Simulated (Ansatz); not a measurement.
## Run report: Si16O, geometry relaxation (part 2 of 2)

Continued. System: Si16O (defect cell, 17 atoms in the cell). Method: DFT LDA, scalar-relativistic, plane waves, PAW, spin-polarised (Ansatz 0.2.0); cutoff 420 eV, 2×2×2 k-mesh, Fermi–Dirac smearing of 0.05 eV, collinear spins. It belongs to a series of runs on one base structure; here: start relaxed.

Geometry of the input (Å; fractional positions):
```
0.0000  5.4300  5.4300
5.4300  0.0000  5.4300
5.4300  5.4300  0.0000
Si 0.0000  0.0000  0.0000
Si 0.1250  0.1250  0.1250
Si -0.0000  0.0000  0.5000
Si 0.1250  0.1250  0.6250
Si -0.0000  0.5000  0.0000
Si 0.1250  0.6250  0.1250
Si -0.0000  0.5000  0.5000
Si 0.1250  0.6250  0.6250
Si 0.5000  -0.0000  0.0000
Si 0.6250  0.1250  0.1250
Si 0.5000  0.0000  0.5000
Si 0.6250  0.1250  0.6250
Si 0.5000  0.5000  0.0000
Si 0.6250  0.6250  0.1250
Si 0.5000  0.5000  0.5000
Si 0.6250  0.6250  0.6250
O  0.8888  0.3715  0.3693
```

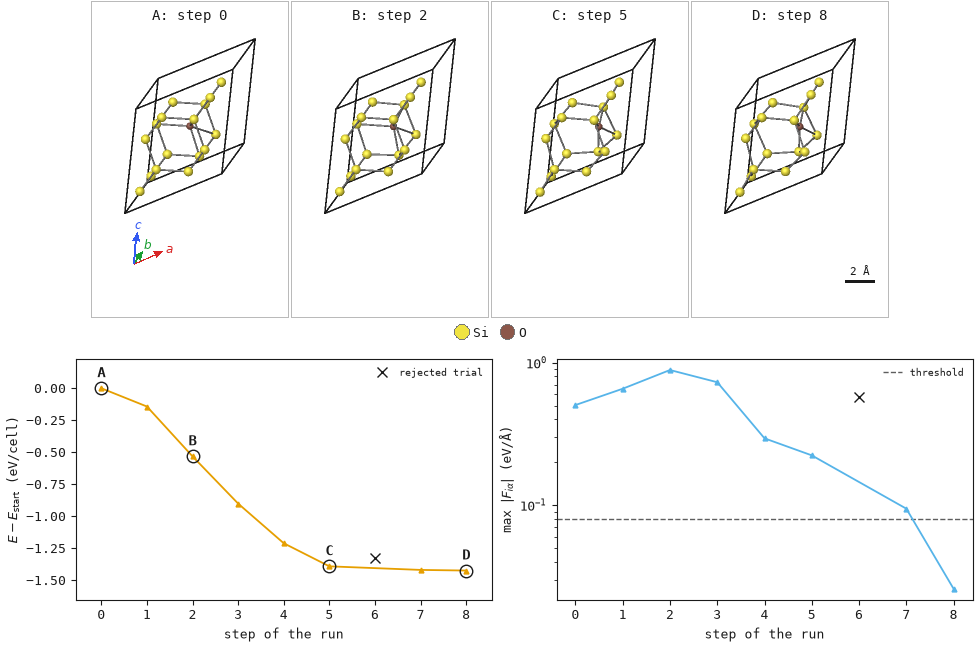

Fig. 1: Frames of the relaxation (ball-and-stick view of the cell of the calculation (origin shifted), seen at an oblique angle) above the curves, on which the letters mark them (the first geometry is step 0 here and step 1 in the log).

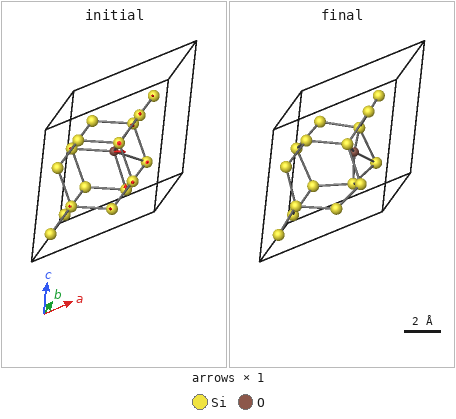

Fig. 2: Before (left) and after (right) the relaxation, at one scale (ball-and-stick view of the cell of the calculation (origin shifted), seen at an oblique angle). The red arrows give the displacements, at true length. After 8 geometry steps the energy has fallen by 1.424 eV per cell of the calculation. The largest force component goes from 0.5 to 0.026 eV/Å. The line search rejected the trial step at point 6 (counted from 0) and went back. The largest move is that of O17, 0.71 Å. By element the largest moves are O 0.71 Å, Si 0.35 Å. The cell stays as it was. Distances before and after: Si15–O17 2.438 → 3.333 Å, Si3–O17 2.331 → 1.880 Å, Si7–O17 2.324 → 1.877 Å, Si5–O17 2.317 → 1.874 Å. Among the angles that change: Si3–O17–Si6 128.8° → 163.3°, Si14–Si5–O17 72.5° → 99.1°, Si12–Si3–O17 72.6° → 98.5°. (Atoms are counted from 1 in the order of the input.)

```
Magnetization: 0.0000 μB (35.0000 up, 35.0000 down)
Absolute magnetization: 0.0000 μB (∫|ρ↑−ρ↓|, with the PAW one-centre terms)
Spin contamination: 0.0000 ħ² per cell (⟨S²⟩ above its minimum at these occupations)
Per-site moments (μB) at R_I (Å): [(7.627575759690348e-9, 0.9291843876106098), (3.564480027420926e-8, 0.929742109276671), (-5.4524890373986836e-9, 0.7755814136787741), (3.636458197875256e-8, 0.9291843876106098), (2.1436111476438407e-9, 0.7729614792697495), (3.6295034294998176e-8, 0.9299738803007118), (-4.491648488148419e-9, 0.7742858875304267), (2.4687513832634373e-7, 0.9631053157638574), (-5.951569283506068e-9, 0.9579735242571173), (-2.563072792926717e-9, 0.964652632076543), (-8.597334688211133e-9, 0.9575447387740595), (3.951325633841142e-9, 0.9624951088903646), (-5.052002309503817e-9, 0.9581344013043868), (-2.3802155699918595e-9, 0.961777685907389), (-4.7251190865404766e-8, 0.9631053157638574), (3.981418123240079e-9, 0.9622243681783077), (8.906617092594354e-8, 0.7729614792697495)]
Free energy (F): -10290.234090 eV
Harris-Foulkes:  -10290.234090 eV  (|F-HF|=6.66e-10)
[...]
Internal energy: -10290.204654 eV  (E = F + TS)
E sigma→0 (E₀):  -10290.219372 eV
Entropy (-TS):   -0.029436 eV (-1.732 meV/atom)
Fermi energy:    6.645203 eV
--- Per-component energies (eV) ---
  E_band       = 53.889198
  E_kinetic    = 830.686853
  E_local      = -1121.704507  (includes V_loc(G=0)·N_el)
  E_nonlocal   = 481.705416
  E_hartree    = 398.015450
  E_xc         = -951.529432
  E_vxc        = -850.114612  (∫ρ·V_xc dr)
  E_paw        = -7925.215137  (= ΣΔE_a)
  E_vpaw       = -82.717420  (= ΣTr[D̂ρ^β])
  E_aug_tail   = 0.002559  (compensation charges beyond the density's cutoff)
  E_ewald      = -2003.612068
  E_core_change = 1.446213  (= ΣΔE_core)
  E_smearing   = -0.029436  (= −TS)
  E_closure    = 0.000000  (closes the sum)
  Σ components = -10290.234090   (vs F -10290.234090, Δ=0.00e0)
--- Forces (eV/Å), atoms counted from 1 ---
  atom   1  Si     0.01521767     0.00927129    -0.02584627
  atom   2  Si    -0.01305770    -0.00393845     0.00938056
  atom   3  Si     0.00008181     0.00076678    -0.02154640
  atom   4  Si     0.00341867     0.00464403    -0.00032976
  atom   5  Si    -0.02343275    -0.01057409     0.02496428
  atom   6  Si    -0.00948467    -0.00008554     0.01721343
  atom   7  Si     0.01952865     0.00799148     0.00920689
  atom   8  Si     0.00156333     0.00842045    -0.00322122
  atom   9  Si    -0.00636623    -0.00532332    -0.00304992
  atom  10  Si     0.00616791     0.00199830    -0.00726930
  atom  11  Si    -0.00028700    -0.01239326     0.00156789
  atom  12  Si     0.01338529     0.00024969     0.02168667
  atom  13  Si     0.00427295    -0.00528338     0.01326957
  atom  14  Si     0.00936465     0.01093499    -0.01429591
  atom  15  Si     0.00257949     0.01682553    -0.00995613
  atom  16  Si    -0.01781473    -0.00021615    -0.01888933
  atom  17  O     -0.00514412    -0.02328541     0.00711739
  max |Σ_I F_I| component: 6.79e-6 eV/Å
--- Relaxed structure (9 steps of the walk, 8 accepted, 0 SCFs on fresh bases) ---
  F+E_penalty+E_count = -10290.23409004 eV   max|allowed force component| = 2.585e-2 eV/Å
  atoms:
    - { symbol: Si, position: [-0.03323633375567982, 0.011869503822054001, 0.010148975865977303] }
    - { symbol: Si, position: [0.13250654220264751, 0.10579039719726141, 0.10647236741295371] }
    - { symbol: Si, position: [-0.006393613435105, 0.0526618865352457, 0.47714244961602337] }
    - { symbol: Si, position: [0.13383486311415674, 0.1057008815255285, 0.654599874083628] }
    - { symbol: Si, position: [-0.007235372603355411, 0.4762495360499861, 0.05453204833289785] }
    - { symbol: Si, position: [0.1318297662284224, 0.6556803041814325, 0.10649141077628438] }
    - { symbol: Si, position: [-0.006698904611614709, 0.47635368922626387, 0.4771034141516683] }
    - { symbol: Si, position: [0.09837838409035266, 0.6342878547344912, 0.6332527593998114] }
    - { symbol: Si, position: [0.5021145855881672, -0.005470653413530258, -0.00598954987627584] }
    - { symbol: Si, position: [0.5937910165384965, 0.1356412440674612, 0.13509579755654827] }
    - { symbol: Si, position: [0.5032973276675807, -0.006100648105428735, 0.509052941417911] }
    - { symbol: Si, position: [0.6241124092169814, 0.13406891751549938, 0.6209304246659478] }
    - { symbol: Si, position: [0.5014826395459357, 0.5095231790247359, -0.005692732203828599] }
    - { symbol: Si, position: [0.6239010903184974, 0.6214831634344415, 0.1330556426047912] }
    - { symbol: Si, position: [0.47075341944198146, 0.5103397897472162, 0.5089554150827968] }
    - { symbol: Si, position: [0.6240164819424366, 0.6210522994610083, 0.6211608842879155] }
    - { symbol: O, position: [1.0023630985100986, 0.33234335499633383, 0.33295307682495] }
```

Trajectory as extended XYZ (Å, eV, eV/Å), 9 frames, from step=1 to step=9:
```
17
Lattice="0.0000 5.4300 5.4300 5.4300 0.0000 5.4300 5.4300 5.4300 0.0000" Properties=species:S:1:pos:R:3:forces:R:3 step=1 energy=-10288.81020
Si    0.0000    0.0000    0.0000   -0.1045   0.1050   0.1040
Si    1.3575    1.3575    1.3575   -0.0909  -0.0027  -0.0112
Si    2.7150    2.7150    0.0000    0.4802  -0.4750   0.4144
Si    4.0725    4.0725    1.3575    0.0051   0.0881  -0.0090
Si    2.7150    0.0000    2.7150    0.4990   0.4355  -0.5039
Si    4.0725    1.3575    4.0725    0.0090  -0.0045   0.0931
Si    5.4300    2.7150    2.7150   -0.4241  -0.4836  -0.4938
Si    6.7875    4.0725    4.0725   -0.0255   0.0230   0.0279
Si    0.0000    2.7150    2.7150   -0.1114  -0.1278  -0.1281
Si    1.3575    4.0725    4.0725   -0.0048   0.0050   0.0046
Si    2.7150    5.4300    2.7150    0.1285   0.1123  -0.1286
Si    4.0725    6.7875    4.0725    0.0247  -0.0242  -0.0316
Si    2.7150    2.7150    5.4300    0.1275  -0.1274   0.1105
Si    4.0725    4.0725    6.7875    0.0288  -0.0399  -0.0294
Si    5.4300    5.4300    5.4300   -0.2946   0.2952   0.2943
Si    6.7875    6.7875    6.7875    0.0354  -0.0260  -0.0272
O     4.0222    6.8314    6.8434   -0.2826   0.2469   0.3139
17
Lattice="0.0000 5.4300 5.4300 5.4300 0.0000 5.4300 5.4300 5.4300 0.0000" Properties=species:S:1:pos:R:3:forces:R:3 step=2 energy=-10288.95298
Si   -0.0002    0.0005    0.0000   -0.0092   0.0098   0.0083
Si    1.3494    1.3545    1.3538   -0.1626  -0.0106  -0.0256
Si    2.7362    2.6943    0.0168    0.4251  -0.4148   0.2895
Si    4.0759    4.0807    1.3538    0.0152   0.1588  -0.0220
Si    2.7357    0.0164    2.6938    0.4670   0.3283  -0.4771
Si    4.0759    1.3544    4.0804    0.0218  -0.0136   0.1657
Si    5.4134    2.6945    2.6936   -0.3078  -0.4342  -0.4546
Si    6.7867    4.0732    4.0735   -0.0596   0.0547   0.0644
Si   -0.0049    2.7060    2.7061    0.0057  -0.0505  -0.0530
Si    1.3622    4.0683    4.0674   -0.0109   0.0111   0.0109
Si    2.7242    5.4354    2.7058    0.0512  -0.0018  -0.0524
Si    4.0754    6.7848    4.0666    0.0149  -0.0161  -0.0655
Si    2.7237    2.7063    5.4345    0.0522  -0.0510  -0.0094
Si    4.0754    4.0657    6.7843    0.0182  -0.0796  -0.0173
Si    5.4109    5.4490    5.4492   -0.0029   0.0089  -0.0022
Si    6.7938    6.7848    6.7843    0.0722  -0.0177  -0.0155
O     3.9885    6.8624    6.8795   -0.5905   0.5185   0.6559
17
Lattice="0.0000 5.4300 5.4300 5.4300 0.0000 5.4300 5.4300 5.4300 0.0000" Properties=species:S:1:pos:R:3:forces:R:3 step=3 energy=-10289.34230
Si    0.0028   -0.0023   -0.0033   -0.0434   0.0417   0.0436
Si    1.3352    1.3520    1.3483   -0.3220  -0.1226  -0.1529
Si    2.7725    2.6592    0.0378    0.3156  -0.2906   0.2848
Si    4.0792    4.0951    1.3491    0.1326   0.2989  -0.1463
Si    2.7752    0.0408    2.6532    0.4382   0.3828  -0.4627
Si    4.0807    1.3513    4.0944    0.1441  -0.1272   0.3399
Si    5.3908    2.6579    2.6546   -0.3305  -0.3470  -0.3963
Si    6.7993    4.0620    4.0596   -0.0637   0.0405   0.0850
Si   -0.0021    2.7018    2.7019    0.0544   0.0181   0.0167
Si    1.3639    4.0668    4.0655    0.0463  -0.0420  -0.0500
Si    2.7285    5.4332    2.7016   -0.0218  -0.0453   0.0211
Si    4.0858    6.7746    4.0557    0.0163  -0.0190  -0.1222
Si    2.7279    2.7021    5.4311   -0.0138   0.0145  -0.0629
Si    4.0871    4.0534    6.7725    0.0164  -0.1628  -0.0145
Si    5.4163    5.4442    5.4432    0.2508  -0.2433  -0.2562
Si    6.8054    6.7740    6.7732    0.1404  -0.0193  -0.0147
O     3.8739    6.9651    7.0052   -0.7600   0.6225   0.8876
17
Lattice="0.0000 5.4300 5.4300 5.4300 0.0000 5.4300 5.4300 5.4300 0.0000" Properties=species:S:1:pos:R:3:forces:R:3 step=4 energy=-10289.71116
Si    0.0078   -0.0076   -0.0083   -0.0053  -0.0019   0.0086
Si    1.3130    1.3450    1.3367   -0.3364  -0.1193  -0.1423
Si    2.7966    2.6367    0.0584    0.2292  -0.1990   0.1976
Si    4.0873    4.1165    1.3388    0.1184   0.2924  -0.1270
Si    2.8072    0.0677    2.6196    0.4091   0.3747  -0.4394
Si    4.0912    1.3432    4.1172    0.1429  -0.1271   0.3702
Si    5.3671    2.6317    2.6252   -0.2826  -0.2831  -0.3422
Si    6.8146    4.0482    4.0427   -0.0418   0.0039   0.0761
Si    0.0027    2.7013    2.7022    0.0526   0.0070   0.0095
Si    1.3684    4.0627    4.0605    0.0445  -0.0441  -0.0447
Si    2.7287    5.4293    2.7017   -0.0063  -0.0363   0.0072
Si    4.0948    6.7656    4.0478   -0.0142   0.0020  -0.0156
Si    2.7277    2.7017    5.4254   -0.0116   0.0098  -0.0677
Si    4.0980    4.0414    6.7615   -0.0132  -0.0765   0.0231
Si    5.4400    5.4209    5.4192    0.2551  -0.2403  -0.2651
Si    6.8152    6.7641    6.7632    0.0421   0.0012   0.0233
O     3.7619    7.0629    7.1313   -0.5826   0.4369   0.7287
17
Lattice="0.0000 5.4300 5.4300 5.4300 0.0000 5.4300 5.4300 5.4300 0.0000" Properties=species:S:1:pos:R:3:forces:R:3 step=5 energy=-10290.02091
Si    0.0212   -0.0251   -0.0189    0.0939  -0.1297  -0.0654
Si    1.2682    1.3349    1.3171   -0.1964  -0.0437  -0.0327
Si    2.8222    2.6132    0.0931    0.0560  -0.0725   0.0847
Si    4.0976    4.1555    1.3240    0.0276   0.1602  -0.0173
Si    2.8587    0.1250    2.5660    0.2308   0.2942  -0.2224
Si    4.1099    1.3296    4.1666    0.0464  -0.0420   0.2422
Si    5.3213    2.5959    2.5853   -0.2256  -0.1758  -0.1428
Si    6.8341    4.0325    4.0193    0.0332  -0.0575   0.0001
Si    0.0034    2.6997    2.7053   -0.0258  -0.0369  -0.0180
Si    1.3793    4.0523    4.0490    0.0338  -0.0249  -0.0431
Si    2.7291    5.4303    2.7033    0.0274   0.0238  -0.0203
Si    4.0991    6.7597    4.0518    0.0137  -0.0072   0.1472
Si    2.7251    2.7017    5.4232    0.0235  -0.0359   0.0260
Si    4.1074    4.0332    6.7532    0.0106   0.1256  -0.0180
Si    5.4769    5.3845    5.3819    0.1499  -0.1481  -0.1526
Si    6.8166    6.7558    6.7577   -0.1372  -0.0059  -0.0191
O     3.6523    7.1526    7.2655   -0.1619   0.1765   0.2517
17
Lattice="0.0000 5.4300 5.4300 5.4300 0.0000 5.4300 5.4300 5.4300 0.0000" Properties=species:S:1:pos:R:3:forces:R:3 step=6 energy=-10290.20116
Si    0.0775   -0.0941   -0.0689   -0.0244   0.0656  -0.0029
Si    1.1840    1.3208    1.3161   -0.1263  -0.1535  -0.0797
Si    2.8517    2.5820    0.2056    0.1172  -0.1091   0.1188
Si    4.0984    4.2456    1.3304    0.1118   0.1247  -0.0874
Si    2.9099    0.2270    2.5135   -0.0522   0.2234   0.0845
Si    4.1210    1.3135    4.2430    0.1136  -0.1680   0.1422
Si    5.2166    2.5582    2.5479   -0.1845  -0.0509  -0.0272
Si    6.8806    3.9737    3.9963    0.0238  -0.0018  -0.0975
Si   -0.0509    2.6975    2.7126    0.0030  -0.0105  -0.0168
Si    1.4336    3.9935    3.9952   -0.0360   0.0336   0.0374
Si    2.7198    5.4907    2.7164    0.0166  -0.0297  -0.0196
Si    4.0984    6.7602    4.1160   -0.0284   0.0548  -0.0466
Si    2.7248    2.6960    5.4701    0.0131  -0.0087   0.0214
Si    4.1157    4.0823    6.7435   -0.0211  -0.0748  -0.0017
Si    5.5294    5.3320    5.3307    0.0460  -0.0504  -0.0511
Si    6.7589    6.7530    6.7541    0.0688   0.0571   0.0067
O     3.6528    7.1993    7.2208   -0.0411   0.0982   0.0198
17
Lattice="0.0000 5.4300 5.4300 5.4300 0.0000 5.4300 5.4300 5.4300 0.0000" Properties=species:S:1:pos:R:3:forces:R:3 step=7 energy=-10290.13506 accepted=F
Si    0.1399   -0.1516   -0.1260    0.0295   0.0112  -0.0591
Si    1.1050    1.2944    1.2956    0.2008   0.0831   0.0274
Si    2.9042    2.5242    0.3008   -0.2879   0.3137  -0.5744
Si    4.1291    4.3175    1.3013   -0.0411  -0.1501   0.0130
Si    2.9112    0.3448    2.5202   -0.2639  -0.4942   0.2477
Si    4.1427    1.2864    4.3337   -0.0824   0.1083  -0.2940
Si    5.1051    2.5179    2.5214    0.5543   0.3172   0.2707
Si    6.8941    3.9274    3.9927   -0.0426   0.0535   0.0212
Si   -0.0816    2.7058    2.6962   -0.0538   0.0480   0.0305
Si    1.4854    3.9453    3.9462    0.0175  -0.0198  -0.0153
Si    2.7269    5.5136    2.6995   -0.0439   0.0531   0.0381
Si    4.1022    6.7628    4.1237    0.0633  -0.0738   0.0136
Si    2.7348    2.7014    5.5103   -0.0387   0.0503   0.0574
Si    4.0857    4.1428    6.7709    0.0935  -0.0667  -0.0826
Si    5.5534    5.3043    5.3113   -0.0891   0.0968   0.0780
Si    6.7291    6.7710    6.7624    0.0148  -0.0914  -0.0681
O     3.6551    7.2232    7.1832   -0.0304  -0.2392   0.2961
17
Lattice="0.0000 5.4300 5.4300 5.4300 0.0000 5.4300 5.4300 5.4300 0.0000" Properties=species:S:1:pos:R:3:forces:R:3 step=8 energy=-10290.22911
Si    0.1029   -0.1036   -0.1032   -0.0073   0.0006   0.0046
Si    1.1603    1.3099    1.3021   -0.0406  -0.0473  -0.0010
Si    2.8871    2.5516    0.2458   -0.0399  -0.0317   0.0092
Si    4.1216    4.2700    1.3063    0.0361   0.0705  -0.0204
Si    2.8821    0.2480    2.5429    0.0059   0.0188   0.0199
Si    4.1273    1.3078    4.2664    0.0049  -0.0380   0.0508
Si    5.1836    2.5529    2.5401   -0.0074  -0.0424   0.0509
Si    6.8807    3.9496    3.9952    0.0002   0.0421  -0.0306
Si   -0.0590    2.7012    2.7022    0.0063   0.0025  -0.0031
Si    1.4545    3.9839    3.9710    0.0097  -0.0340  -0.0030
Si    2.7312    5.4982    2.6999   -0.0008   0.0091   0.0012
Si    4.1076    6.7584    4.1149    0.0037  -0.0143  -0.0282
Si    2.7271    2.7029    5.4828    0.0112  -0.0058  -0.0105
Si    4.0975    4.1033    6.7596   -0.0022   0.0151   0.0036
Si    5.5363    5.3187    5.3293    0.0135  -0.0331  -0.0154
Si    6.7507    6.7621    6.7535    0.0094  -0.0068   0.0049
O     3.6308    7.2165    7.2345   -0.0029   0.0944  -0.0330
17
Lattice="0.0000 5.4300 5.4300 5.4300 0.0000 5.4300 5.4300 5.4300 0.0000" Properties=species:S:1:pos:R:3:forces:R:3 step=9 energy=-10290.23409
Si    0.1196   -0.1254   -0.1160    0.0152   0.0093  -0.0258
Si    1.1526    1.2977    1.2940   -0.0131  -0.0039   0.0094
Si    2.8768    2.5562    0.2512    0.0001   0.0008  -0.0215
Si    4.1284    4.2812    1.3007    0.0034   0.0046  -0.0003
Si    2.8821    0.2568    2.5467   -0.0234  -0.0106   0.0250
Si    4.1386    1.2941    4.2762   -0.0095  -0.0001   0.0172
Si    5.1773    2.5543    2.5502    0.0195   0.0080   0.0092
Si    6.8827    3.9728    3.9784    0.0016   0.0084  -0.0032
Si   -0.0622    2.6940    2.6968   -0.0064  -0.0053  -0.0031
Si    1.4701    3.9579    3.9608    0.0062   0.0020  -0.0073
Si    2.7310    5.4971    2.6998   -0.0003  -0.0124   0.0016
Si    4.0996    6.7606    4.1169    0.0134   0.0003   0.0217
Si    2.7358    2.6921    5.4898    0.0043  -0.0053   0.0133
Si    4.0971    4.1103    6.7624    0.0094   0.0109  -0.0143
Si    5.5348    5.3198    5.3273    0.0026   0.0168  -0.0100
Si    6.7452    6.7613    6.7607   -0.0178  -0.0002  -0.0189
O     3.6126    7.2508    7.2475   -0.0051  -0.0233   0.0071
```
